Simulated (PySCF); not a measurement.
C4H12Si, SMILES `C[Si](C)(C)C`.

Computed with PySCF, ωB97X/def2-TZVP, geometry: GFN2-xTB. No frequency check shows the geometry to be a minimum.

Coordinates in Å:

```
C1      -1.3548   -0.0683    1.3427
Si2      0.0004   -0.0002   -0.0000
C3       0.1648   -1.7117   -0.8294
C4       1.6643    0.4818    0.8024
C5      -0.4725    1.2996   -1.3162
H6      -2.3151   -0.3523    0.9214
H7      -1.1221   -0.8108    2.1017
H8      -1.4825    0.8936    1.8268
H9      -0.7654   -2.0121   -1.3040
H10      0.4214   -2.4793   -0.1047
H11      0.9365   -1.7111   -1.5912
H12      2.4626    0.5182    0.0663
H13      1.9597   -0.2301    1.5631
H14      1.6100    1.4570    1.2733
H15     -0.5857    2.2859   -0.8757
H16     -1.4239    1.0612   -1.7835
H17      0.2880    1.3732   -2.0899
```

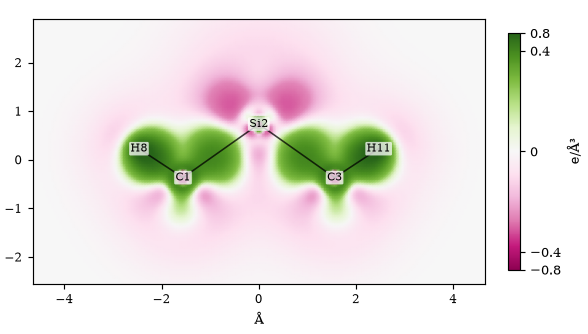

Deformation density (molecule less spherical, spin-averaged free atoms) in the plane of C1, Si2, C3, H8 and H11; colour scale in e/Å³, logarithmic beyond ±0.1; green: gain, pink: loss.

Question: Describe the bonding that the map shows.

Answer: C1–H8 and C3–H11: +0.69 e/Å³ at the bond critical point (bond length 1.08 Å, Mayer order 1.0). C1–Si2 and Si2–C3: +0.19 e/Å³ at the bond critical point (bond length 1.91 Å, Mayer order 1.0). In all, 3.9 electrons gather in the regions of gain relative to the promolecule.

Question: Where do the Hirshfeld charges lie?

Answer: The highest Hirshfeld charge is on Si2 (+0.43 e), the lowest on C1, C3, C4 and C5 (−0.23 e).

```tsv
atom	charge (e)
C1	−0.23
Si2	+0.43
C3	−0.23
C4	−0.23
C5	−0.23
H6	+0.04
H7	+0.04
H8	+0.04
H9	+0.04
H10	+0.04
H11	+0.04
H12	+0.04
H13	+0.04
H14	+0.04
H15	+0.04
H16	+0.04
H17	+0.04
```
